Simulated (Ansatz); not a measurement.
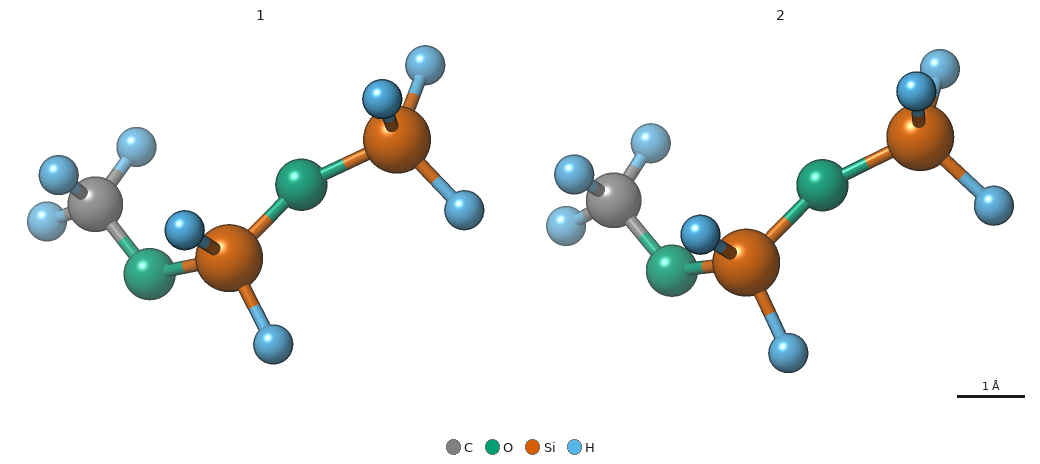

Two geometries of CH8O2Si2 (coarse preliminary run), drawn at one scale. One is the start of a relaxation, the other its converged end. Style: ball-and-stick. Shown at a tilt.

Method: Ansatz 0.2.0, RKS PBE-D4/def2-SVP. Settings: force threshold 0.03 eV/Å; at most 200 steps.

Which one is relaxed?

Structure 2 is the relaxed one. The start comes from a force field. After 4 accepted moves (5 points after the start) the energy has fallen by 32.1 kJ/mol. The largest force component goes from 2.2 to 0.024 eV/Å. The line search rejected the trial step at point 3 of the run. An H atom moves most after the best rigid fit: 0.24 Å. Largest moves by element: H 0.24 Å, Si 0.13 Å, O 0.13 Å, C 0.08 Å. Some distances before and after: O–Si 1.593 → 1.669 Å, C–O 1.366 → 1.417 Å, H–Si 1.462 → 1.506 Å, H–Si 1.535 → 1.501 Å. Bond angles that change, for instance: H–Si–H 106.2° → 112.5°, O–Si–O 114.6° → 109.7°, C–O–Si 119.0° → 123.6°. The run took of the order of 29 core-seconds on a shared host.
